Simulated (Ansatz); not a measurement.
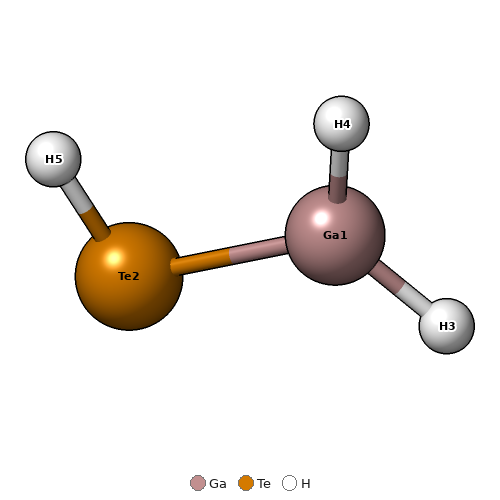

The system is GaH₃Te (SMILES [GaH2][TeH]) with the probe F-; the picture shows it without the atoms that are moved over the map. The probe is moved over a plane parallel to the molecule's main plane, 2.70 Å above it. The first coordinate is: x of the probe's F atom; the second: y of the probe's F atom. Nothing is relaxed (molecule and probe rigid). The grid has 13 × 11 points. Points are written as (first, second). Energies are in kJ/mol, from the lowest grid point. Method: Ansatz 0.2.0, RHF/def2-SVPD.

Range: x of the probe's F atom from −3.54 to 3.54 Å; y of the probe's F atom from −2.95 to 2.95 Å.

What will the energy surface look like?

The lowest grid point is at (1.18 Å, 0.00 Å) [nearest 1 Ga at 2.72 Å]. The bottom of the well lies between grid points, at about (0.94 Å, −0.06 Å), about 2.3 kJ/mol lower on the interpolated surface. No other kind of well shows on this grid. The highest grid point, (−1.77 Å, 1.18 Å) [nearest 1 Te at 2.72 Å], lies 128 kJ/mol above the lowest. Near the minimum the well is nearly round, with a curvature of about 0.82 eV/Å².

| y of the probe's F atom ↓, x of the probe's F atom → | −3.54 | −2.95 | −2.36 | −1.77 | −1.18 | −0.59 | 0.00 | 0.59 | 1.18 | 1.77 | 2.36 | 2.95 | 3.54 |
| --- | --- | --- | --- | --- | --- | --- | --- | --- | --- | --- | --- | --- | --- |
| 2.95 | 124 | 123 | 122 | 120 | 116 | 110 | 105 | 102 | 102 | 104 | 108 | 111 | 115 |
| 2.36 | 121 | 121 | 122 | 123 | 118 | 108 | 97 | 90 | 89 | 93 | 99 | 105 | 110 |
| 1.77 | 117 | 118 | 123 | 127 | 123 | 107 | 87 | 72 | 70 | 77 | 87 | 97 | 105 |
| 1.18 | 114 | 114 | 120 | 128 | 125 | 103 | 71 | 47 | 43 | 55 | 73 | 88 | 99 |
| 0.59 | 111 | 111 | 115 | 120 | 115 | 88 | 49 | 19 | 15 | 33 | 58 | 79 | 94 |
| 0.00 | 110 | 109 | 110 | 109 | 99 | 71 | 32 | 3 | 0 | 20 | 49 | 73 | 91 |
| −0.59 | 110 | 107 | 105 | 101 | 89 | 65 | 34 | 12 | 10 | 27 | 52 | 74 | 91 |
| −1.18 | 110 | 107 | 104 | 98 | 88 | 71 | 52 | 39 | 37 | 48 | 65 | 81 | 94 |
| −1.77 | 112 | 109 | 105 | 101 | 94 | 84 | 74 | 67 | 66 | 71 | 81 | 91 | 100 |
| −2.36 | 115 | 112 | 109 | 106 | 101 | 96 | 91 | 87 | 87 | 89 | 94 | 100 | 105 |
| −2.95 | 117 | 115 | 113 | 111 | 108 | 105 | 102 | 100 | 100 | 101 | 104 | 107 | 110 |

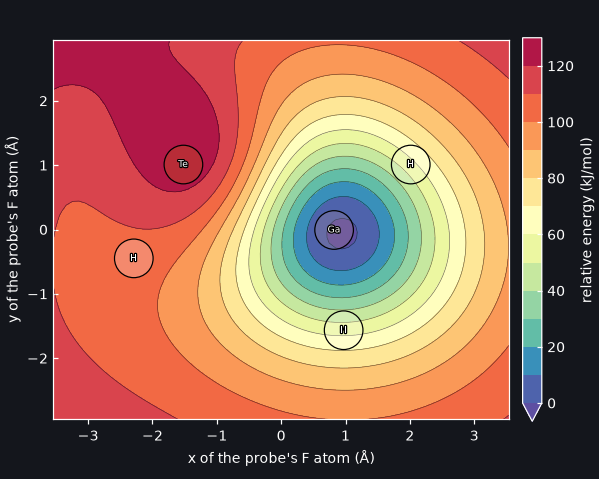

In the figure: filled contours, labelled circles for the molecule's atoms, projected on the plane. Between grid points the surface is interpolated.

Time for the 143 points that were run: 9.9 min on 1 thread of Arm Neoverse V2 (shared host).
